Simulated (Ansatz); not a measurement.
# C2H5NSi: shift of H6 from C1 to Si2, part 1 of 3

Wanted: the energy profile along the shift of H6 from C1 to Si2, from relaxed end points and a band of images. SMILES of the start: C[SiH]=C=N.

Program: Ansatz 0.2.0. Level of theory: UKS B3LYP/cc-pVDZ. These are calculated values, not measurements.

**1. The structure to begin with**

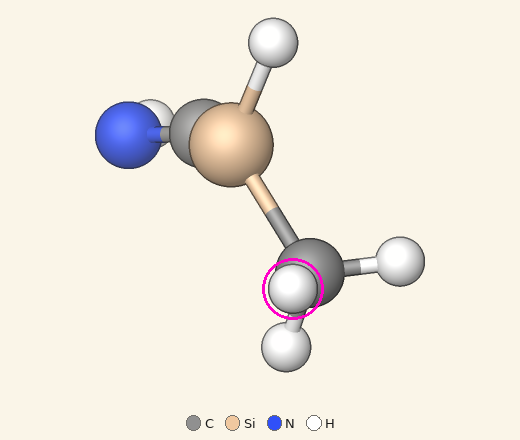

Start, viewed from a free direction; carbon grey, silicon light orange, nitrogen blue, hydrogen white. Ringed: H6.

Coordinates:

```xyz
9

C    -1.2854    0.7413   -0.5875
Si    0.1926   -0.4385   -0.6613
C     1.2026   -0.5886    0.7921
N     1.5318   -1.3569    1.7015
H    -1.7569    0.7245    0.3900
H    -2.0360    0.4689   -1.3245
H    -0.9783    1.7642   -0.7936
H     0.9297   -0.2917   -1.9114
H     2.1999   -1.0232    2.3947
```

**2. Relaxing end A**

input.yaml reads:

```yaml
crystal:
  periodic: [false, false, false]
  atoms:
    - { symbol: C, position_ang: [-1.28541, 0.7413, -0.58751] }
    - { symbol: Si, position_ang: [0.19264, -0.43855, -0.66125] }
    - { symbol: C, position_ang: [1.20259, -0.58861, 0.79213] }
    - { symbol: "N", position_ang: [1.5318, -1.3569, 1.70155] }
    - { symbol: H, position_ang: [-1.75691, 0.72453, 0.39001] }
    - { symbol: H, position_ang: [-2.03597, 0.46891, -1.32455] }
    - { symbol: H, position_ang: [-0.97826, 1.76422, -0.79364] }
    - { symbol: H, position_ang: [0.92966, -0.29171, -1.91143] }
    - { symbol: H, position_ang: [2.19985, -1.02319, 2.39469] }
magnetization:
  spin_polarized: true
basis:
  gaussian: { orbitals: cc-pVDZ }
hamiltonian:
  xc: b3lyp
relax:
  f_tol: 0.02
  max_steps: 50
```

On the command line:

```console
$ ansatz run input.yaml --threads 2 --pin off --max-ram 3072MiB --backend cpu --events-out ev --progress --plain --runs-dir out
```

What it wrote (excerpt; [...] marks lines left out):

```text
Warning: RAYON_NUM_THREADS=2 ignored (pool sized by the plan → 2); use --threads N
[...]
Functional definition: B3LYP
[...]
922 factors; integrals over basis functions are off by at most 3.1e-4 eV
[...]
mean field -11521.43367788 eV, -423.4048781537 hartree, gradient 2.2e-5 eV, S^2 0.000000; 1 other end points of the search recorded, 0 dependent functions left out
[...]
reference -11521.43392565 eV, -423.4048872594 hartree; 19, 19 occupied and 66, 66 virtual orbitals, 922 factors
relax step   1: F+E_penalty+E_count = -11521.43367788 eV  Δ(F+E_penalty+E_count) = +0.000e0 eV  max|allowed force component| = 8.843e-1 eV/Å  Δτ_max = 0.0000 Å  (53 SCF iters, accepted)
[...]
Atom 1 at     0.011680    -0.697485    -0.797358 Å, force    -0.003691     0.006510    -0.011120 eV/Å
Atom 2 at     1.036950    -0.773172     0.709898 Å, force    -0.000387    -0.001172     0.008589 eV/Å
Atom 3 at     1.549904    -1.254814     1.700239 Å, force     0.011548    -0.007051    -0.005462 eV/Å
Atom 4 at    -1.802399     0.591083     0.395070 Å, force     0.000233    -0.001967     0.008248 eV/Å
Atom 5 at    -1.995147     0.678857    -1.368363 Å, force     0.001756     0.000657    -0.002605 eV/Å
Atom 6 at    -0.789625     1.720876    -0.561938 Å, force    -0.001610    -0.001928     0.001869 eV/Å
Atom 7 at     1.048247    -0.279305    -1.808982 Å, force    -0.006113    -0.005065     0.000690 eV/Å
Atom 8 at     2.196296    -0.709868     2.283377 Å, force    -0.005597     0.006262     0.007789 eV/Å
Dipole moment:     0.146971     0.303438     0.283716 e Å
```

Wall time 19 s (2 threads of Intel Xeon 6975P-C (Granite Rapids), shared host); peak memory 0.25 GiB.

Step by step:

| step | energy from step 1 (eV) | largest force component (eV/Å) |
| --- | --- | --- |
| 1 | 0.0000 | 0.8843 |
| 2 | -0.1545 | 1.0445 |
| 3x | -0.1098 | 2.0386 |
| 4 | -0.2188 | 0.4066 |
| 5 | -0.2501 | 0.2011 |
| 6 | -0.2551 | 0.1472 |
| 7 | -0.2570 | 0.0598 |
| 8 | -0.2571 | 0.1026 |
| 9 | -0.2573 | 0.0258 |
| 10 | -0.2576 | 0.0115 |

Step 1 is the start. 1 step was tried and not accepted (marked x).

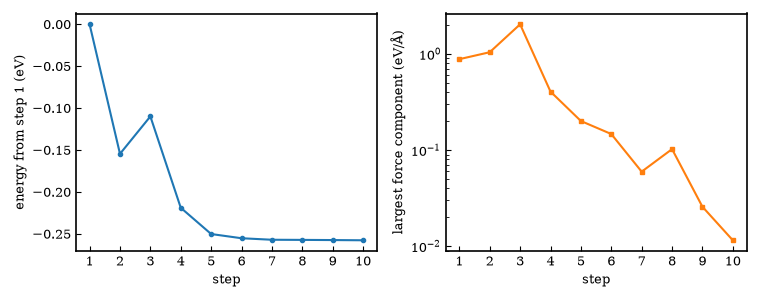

Energy and largest force along the relaxation.

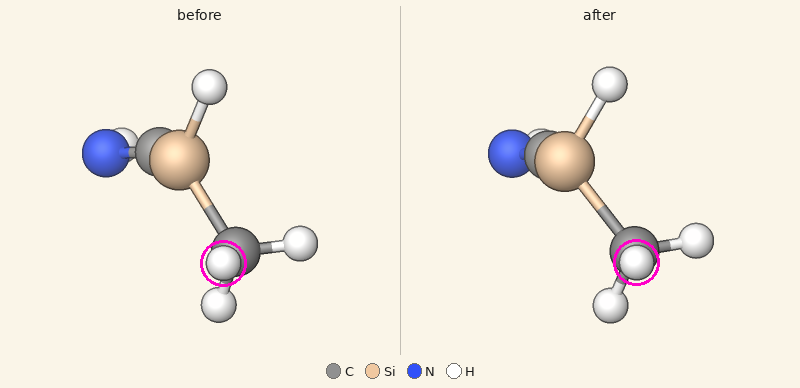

Before and after, at one scale.

After: Bond lengths: C1–Si2 1.920 Å, Si2–C3 1.824 Å, C3–N4 1.215 Å, C1–H5 1.101 Å, C1–H6 1.102 Å, C1–H7 1.101 Å, Si2–H8 1.508 Å, N4–H9 1.027 Å. Angles: C1–Si2–C3 107.2°, C1–Si2–H8 109.5°, C3–Si2–H8 100.3°, Si2–C1–H5 110.4°, Si2–C1–H6 108.5°, Si2–C1–H7 112.9°, H5–C1–H6 107.4°, H5–C1–H7 109.1°, H6–C1–H7 108.3°, Si2–C3–N4 158.0°, C3–N4–H9 121.2°.

**3. Relaxing end B**

The second end starts from a geometry with the move made by hand.

input.yaml, as its differences from that of step 2:

```diff
@@ -8,3 +8,3 @@
     - { symbol: H, position_ang: [-1.75691, 0.72453, 0.39001] }
-    - { symbol: H, position_ang: [-2.03597, 0.46891, -1.32455] }
+    - { symbol: H, position_ang: [-0.90076, -1.3603, -0.8299] }
     - { symbol: H, position_ang: [-0.97826, 1.76422, -0.79364] }
```

On the command line:

```console
$ ansatz run input.yaml --threads 2 --pin off --max-ram 3072MiB --backend cpu --events-out ev --progress --plain --runs-dir out
```

What it wrote (excerpt; [...] marks lines left out):

```text
Warning: RAYON_NUM_THREADS=2 ignored (pool sized by the plan → 2); use --threads N
[...]
[... 1 set-up line as earlier in the session ...]
[...]
923 factors; integrals over basis functions are off by at most 3.7e-4 eV
[...]
mean field -11518.69514739 eV, -423.3042390145 hartree, gradient 2.0e-5 eV, S^2 0.975007; 3 other end points of the search recorded, 0 dependent functions left out
[...]
reference -11518.69539583 eV, -423.3042481445 hartree; 19, 19 occupied and 66, 66 virtual orbitals, 923 factors
[...]
Atom 4 at    -1.968218     0.693596     0.277679 Å, force     0.002085     0.000290    -0.001379 eV/Å
Atom 5 at    -0.728722    -1.844085    -1.014999 Å, force     0.000092    -0.000802    -0.000237 eV/Å
Atom 6 at    -0.725810     1.872204    -0.399667 Å, force    -0.000904    -0.002326     0.000017 eV/Å
Atom 7 at     0.935130    -0.265589    -1.922352 Å, force     0.000363    -0.000157    -0.000872 eV/Å
Atom 8 at     2.195787    -1.081192     2.323216 Å, force    -0.001030    -0.000042    -0.002244 eV/Å
Dipole moment:     0.332043    -0.198854     0.262994 e Å
```

Wall time 31 s (2 threads of Intel Xeon 6975P-C (Granite Rapids), shared host); peak memory 0.26 GiB.

Step by step:

| step | energy from step 1 (eV) | largest force component (eV/Å) |
| --- | --- | --- |
| 1 | 0.0000 | 2.5541 |
| 2 | -0.8874 | 1.8823 |
| 3 | -1.1586 | 2.5956 |
| 4 | -1.2645 | 1.0057 |
| 5 | -1.3968 | 0.7776 |
| 6 | -1.4446 | 0.6632 |
| 7 | -1.5251 | 0.4636 |
| 8 | -1.5441 | 0.5439 |
| 9 | -1.5776 | 0.1378 |
| 10 | -1.5822 | 0.0539 |
| 11 | -1.5824 | 0.0726 |
| 12 | -1.5827 | 0.0448 |
| 13 | -1.5827 | 0.0070 |

Step 1 is the start.

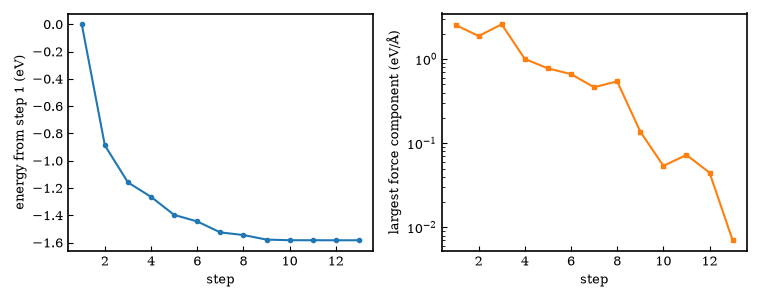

How energy and force went from step to step.

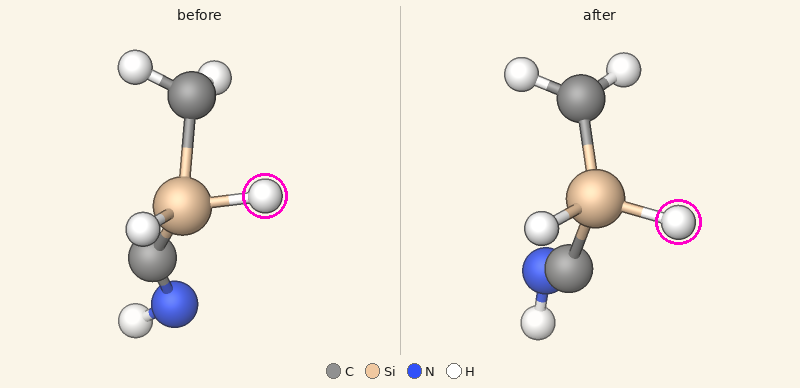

The structure before (left) and after (right), drawn at the same scale.

After: Bond lengths: C1–Si2 1.794 Å, Si2–C3 1.962 Å, C3–N4 1.217 Å, C1–H5 1.097 Å, Si2–H6 1.492 Å, C1–H7 1.097 Å, Si2–H8 1.492 Å, N4–H9 1.028 Å. Angles: C1–Si2–C3 109.5°, C1–Si2–H6 115.9°, C1–Si2–H8 115.9°, C3–Si2–H6 100.9°, C3–Si2–H8 100.9°, H6–Si2–H8 111.4°, Si2–C1–H5 120.1°, Si2–C1–H7 120.1°, H5–C1–H7 114.2°, Si2–C3–N4 144.2°, C3–N4–H9 122.2°.

**4. The band**

crystal.atoms is end A as relaxed above, and neb.final_atoms is end B, turned to lie on A. With 5 inner images the band has 7 in all. The start path is listed, through a guess of the saddle.

input.yaml reads:

```yaml
crystal:
  periodic: [false, false, false]
  atoms:
    - { symbol: C, position_ang: [-1.255914, 0.723829, -0.551942] }
    - { symbol: Si, position_ang: [0.01168, -0.697485, -0.797358] }
    - { symbol: C, position_ang: [1.03695, -0.773172, 0.709898] }
    - { symbol: "N", position_ang: [1.549904, -1.254814, 1.700239] }
    - { symbol: H, position_ang: [-1.802399, 0.591083, 0.39507] }
    - { symbol: H, position_ang: [-1.995147, 0.678857, -1.368363] }
    - { symbol: H, position_ang: [-0.789625, 1.720876, -0.561938] }
    - { symbol: H, position_ang: [1.048247, -0.279305, -1.808982] }
    - { symbol: H, position_ang: [2.196296, -0.709868, 2.283377] }
magnetization:
  spin_polarized: true
basis:
  gaussian: { orbitals: cc-pVDZ }
hamiltonian:
  xc: b3lyp
neb:
  order_check: false
  images: 5
  f_tol: 0.05
  max_iterations: 60
  final_atoms:
    - { symbol: C, position_ang: [-1.09941348, 1.24263921, -0.33574527] }
    - { symbol: Si, position_ang: [-0.24646967, -0.23031703, -0.90176824] }
    - { symbol: C, position_ang: [0.92565807, -0.89781631, 0.52311864] }
    - { symbol: "N", position_ang: [1.30683983, -0.69992651, 1.66159158] }
    - { symbol: H, position_ang: [-1.94221956, 1.15673874, 0.36052521] }
    - { symbol: H, position_ang: [-1.10406426, -1.4271593, -1.14551538] }
    - { symbol: H, position_ang: [-0.5670439, 2.19979824, -0.281667] }
    - { symbol: H, position_ang: [0.73759756, -0.03017566, -2.00578337] }
    - { symbol: H, position_ang: [1.9891074, -1.31378039, 2.12524483] }
  initial_path:
    images:
      - { positions_ang: [[-1.255914, 0.723829, -0.551942], [0.01168, -0.697485, -0.797358], [1.03695, -0.773172, 0.709898], [1.549904, -1.254814, 1.700239], [-1.802399, 0.591083, 0.39507], [-1.995147, 0.678857, -1.368363], [-0.789625, 1.720876, -0.561938], [1.048247, -0.279305, -1.808982], [2.196296, -0.709868, 2.283377]] }
      - { positions_ang: [[-1.26837593, 0.82155503, -0.54674165], [0.03436488, -0.55734109, -0.7601292], [1.06041032, -0.70154403, 0.71843839], [1.49753607, -1.29692441, 1.67061453], [-1.78215947, 0.72943944, 0.41407331], [-1.84238417, 0.2698675, -1.31449922], [-0.82884665, 1.81978654, -0.61395043], [0.96452594, -0.2359613, -1.85575946], [2.164921, -0.84887667, 2.28795473]] }
      - { positions_ang: [[-1.28083786, 0.91928106, -0.5415413], [0.05704976, -0.41719718, -0.7229004], [1.08387065, -0.62991607, 0.72697878], [1.44516814, -1.33903482, 1.64099006], [-1.76191993, 0.86779588, 0.43307662], [-1.68962135, -0.139122, -1.26063545], [-0.86806829, 1.91869707, -0.66596285], [0.88080488, -0.1926176, -1.90253692], [2.133546, -0.98788534, 2.29253245]] }
      - { positions_ang: [[-1.29329979, 1.01700709, -0.53634095], [0.07973464, -0.27705327, -0.6856716], [1.10733097, -0.5582881, 0.73551917], [1.39280021, -1.38114522, 1.61136559], [-1.7416804, 1.00615232, 0.45207993], [-1.53685852, -0.54811151, -1.20677167], [-0.90728994, 2.01760761, -0.71797528], [0.79708383, -0.1492739, -1.94931438], [2.102171, -1.12689401, 2.29711018]] }
      - { positions_ang: [[-1.22867102, 1.0922178, -0.46947572], [-0.02900013, -0.26147452, -0.75770381], [1.04677333, -0.67146417, 0.66471899], [1.36414675, -1.15407232, 1.62810759], [-1.80852678, 1.05634779, 0.42156169], [-1.39259377, -0.84112744, -1.18635291], [-0.79387459, 2.07833782, -0.57253919], [0.77725507, -0.10957449, -1.96813737], [2.06448313, -1.18918947, 2.23982173]] }
      - { positions_ang: [[-1.16404225, 1.16742851, -0.4026105], [-0.1377349, -0.24589577, -0.82973603], [0.9862157, -0.78464024, 0.59391881], [1.33549329, -0.92699941, 1.64484958], [-1.87537317, 1.10654326, 0.39104345], [-1.24832901, -1.13414337, -1.16593414], [-0.68045924, 2.13906803, -0.42710309], [0.75742632, -0.06987508, -1.98696037], [2.02679526, -1.25148493, 2.18253328]] }
      - { positions_ang: [[-1.09941348, 1.24263921, -0.33574527], [-0.24646967, -0.23031703, -0.90176824], [0.92565807, -0.89781631, 0.52311864], [1.30683983, -0.69992651, 1.66159158], [-1.94221956, 1.15673874, 0.36052521], [-1.10406426, -1.4271593, -1.14551538], [-0.5670439, 2.19979824, -0.281667], [0.73759756, -0.03017566, -2.00578337], [1.9891074, -1.31378039, 2.12524483]] }
```

On the command line:

```console
$ ansatz run input.yaml --threads 2 --pin off --max-ram 3072MiB --backend cpu --events-out ev --progress --plain --runs-dir out
```

What it wrote (excerpt; [...] marks lines left out):

```text
Warning: RAYON_NUM_THREADS=2 ignored (pool sized by the plan → 2); use --threads N
[...]
[... 1 set-up line as earlier in the session ...]
[...]
923 factors; integrals over basis functions are off by at most 3.2e-4 eV
[...]
mean field -11521.69125661 eV, -423.4143439974 hartree, gradient 1.9e-5 eV, S^2 0.000000; 1 other end points of the search recorded, 0 dependent functions left out
[...]
reference -11521.69149867 eV, -423.4143528931 hartree; 19, 19 occupied and 66, 66 virtual orbitals, 923 factors
[...]
Atom 5 at    -1.467890    -0.465840    -1.017155 Å, force    -0.013074    -0.005766     0.000655 eV/Å
Atom 6 at    -1.265823     1.994250    -1.118352 Å, force     0.002017    -0.002462     0.000839 eV/Å
Atom 7 at     0.881650    -0.069236    -1.867510 Å, force     0.002108    -0.001062    -0.000249 eV/Å
Atom 8 at     2.227500    -1.358418     2.267347 Å, force    -0.004362    -0.003988     0.004069 eV/Å
Dipole moment:     0.105993     0.128457     0.097485 e Å
this run last wrote the band of iteration 13 to <dir>
```

It took 2.1 min on 2 threads of Intel Xeon 6975P-C (Granite Rapids), shared host; peak memory 0.26 GiB.

**5. Images and barrier**

Images 0 and 6 are the ends. Energies count from image 0; the path length is the program's own measure over all atoms.

| image | path (Å) | energy (eV) | H6–C1 (Å) | H6–Si2 (Å) | band force (eV/Å) |
| --- | --- | --- | --- | --- | --- |
| 0 | 0.000 | 0.0000 | 1.10 | 2.50 | - |
| 1 | 0.818 | 0.0337 | 1.10 | 2.48 | 0.012 |
| 2 | 1.635 | 0.5011 | 1.12 | 2.15 | 0.014 |
| 3* | 2.452 | 2.8672 | 1.75 | 1.59 | 0.014 |
| 4 | 3.248 | 1.8990 | 2.50 | 1.50 | 0.004 |
| 5 | 4.043 | 1.5319 | 2.72 | 1.49 | 0.037 |
| 6 | 4.841 | 1.4134 | 2.79 | 1.49 | - |

The star marks the climbing image.

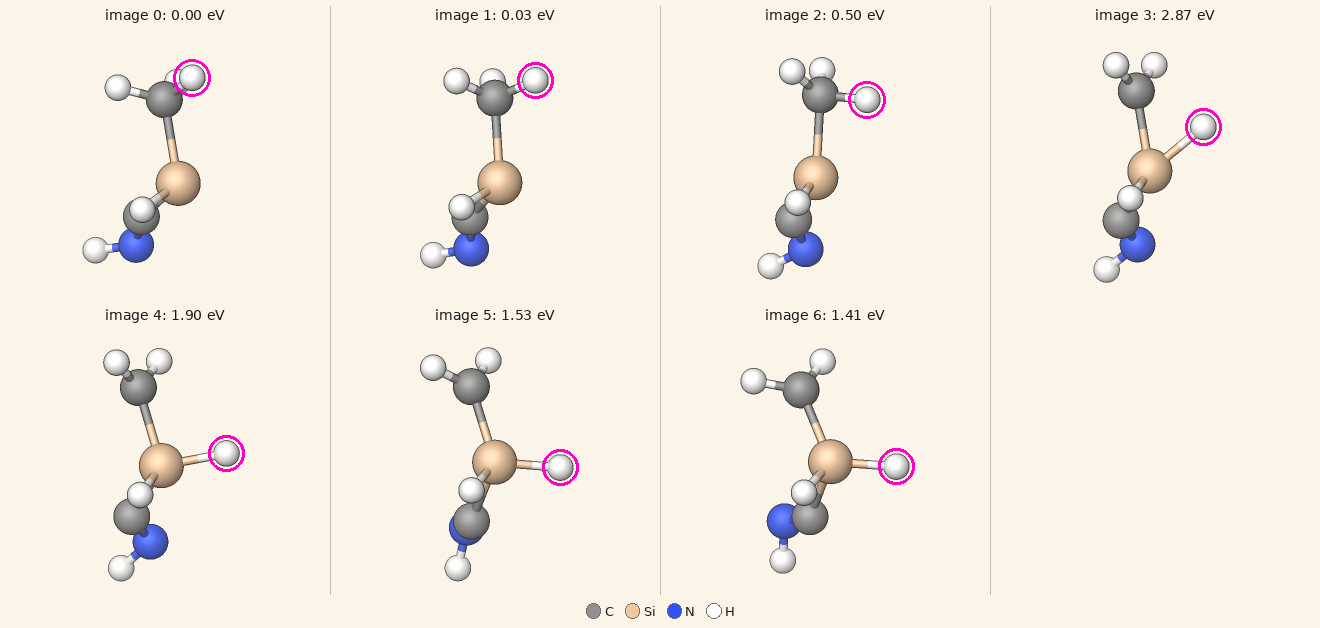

Snapshots along the band, viewed from a free direction. Ringed: H6. Sticks join atoms closer than a bonding distance in each image.

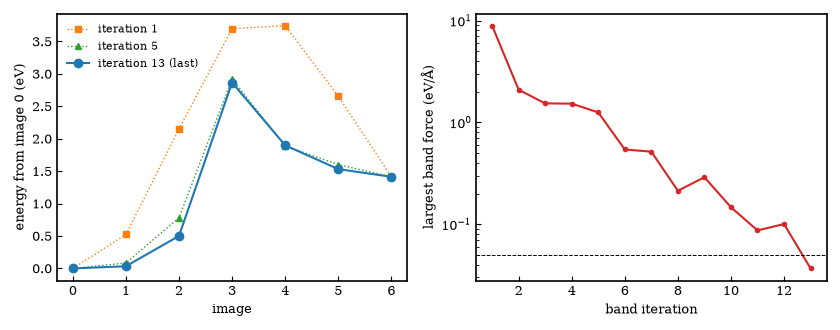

Left: energy of each image for early iterations and the last one (lines only join the points; early values far above the last band run off the scale). Right: the largest band force by iteration, with the threshold dashed.

How the highest energy settled:

| iteration | highest image above image 0 (eV) | largest band force (eV/Å) |
| --- | --- | --- |
| 1 | 3.7442 | 8.929 |
| 2 | 3.0449 | 2.096 |
| 3 | 2.8954 | 1.538 |
| 4 | 2.9347 | 1.530 |
| 5 | 2.9233 | 1.255 |
| 6 | 2.8546 | 0.543 |
| 7 | 2.8669 | 0.516 |
| 8 | 2.8767 | 0.213 |
| 9 | 2.8759 | 0.289 |
| 10 | 2.8702 | 0.147 |
| 11 | 2.8679 | 0.087 |
| 12 | 2.8673 | 0.101 |
| 13 | 2.8672 | 0.037 |

Positions of all images (Å):

```xyz
9
image=0 dE=0.0000
C    -1.256    0.724   -0.552
Si    0.012   -0.697   -0.797
C     1.037   -0.773    0.710
N     1.550   -1.255    1.700
H    -1.802    0.591    0.395
H    -1.995    0.679   -1.368
H    -0.790    1.721   -0.562
H     1.048   -0.279   -1.809
H     2.196   -0.710    2.283
9
image=1 dE=0.0337
C    -1.286    0.740   -0.583
Si    0.121   -0.543   -0.780
C     1.068   -0.766    0.750
N     1.542   -1.395    1.682
H    -1.603    0.850    0.466
H    -2.153    0.374   -1.154
H    -1.008    1.731   -0.976
H     1.154   -0.062   -1.757
H     2.167   -0.929    2.353
9
image=2 dE=0.5011
C    -1.281    0.860   -0.556
Si    0.228   -0.251   -0.606
C     1.198   -0.697    0.801
N     1.487   -1.487    1.703
H    -1.786    1.032    0.404
H    -1.847    0.047   -1.076
H    -1.244    1.798   -1.142
H     0.994   -0.085   -1.866
H     2.250   -1.216    2.339
9
image=3 dE=2.8672
C    -1.153    1.148   -0.429
Si    0.055   -0.219   -0.638
C     1.249   -0.655    0.753
N     1.378   -1.449    1.687
H    -1.905    1.074    0.362
H    -1.468   -0.466   -1.017
H    -1.266    1.994   -1.118
H     0.882   -0.069   -1.868
H     2.228   -1.358    2.267
9
image=4 dE=1.8990
C    -1.100    1.322   -0.341
Si   -0.058   -0.160   -0.689
C     1.175   -0.602    0.708
N     1.292   -1.448    1.604
H    -1.901    1.214    0.400
H    -1.199   -1.087   -0.987
H    -1.180    2.183   -1.010
H     0.828   -0.014   -1.881
H     2.142   -1.408    2.196
9
image=5 dE=1.5319
C    -1.157    1.290   -0.381
Si   -0.159   -0.150   -0.802
C     1.127   -0.814    0.539
N     1.237   -1.021    1.735
H    -1.902    1.239    0.421
H    -1.011   -1.368   -0.940
H    -0.913    2.299   -0.727
H     0.733    0.041   -1.981
H     2.046   -1.516    2.135
9
image=6 dE=1.4134
C    -1.099    1.243   -0.336
Si   -0.246   -0.230   -0.902
C     0.926   -0.898    0.523
N     1.307   -0.700    1.662
H    -1.942    1.157    0.361
H    -1.104   -1.427   -1.146
H    -0.567    2.200   -0.282
H     0.738   -0.030   -2.006
H     1.989   -1.314    2.125
```

(Continued in part 2 of 3.)
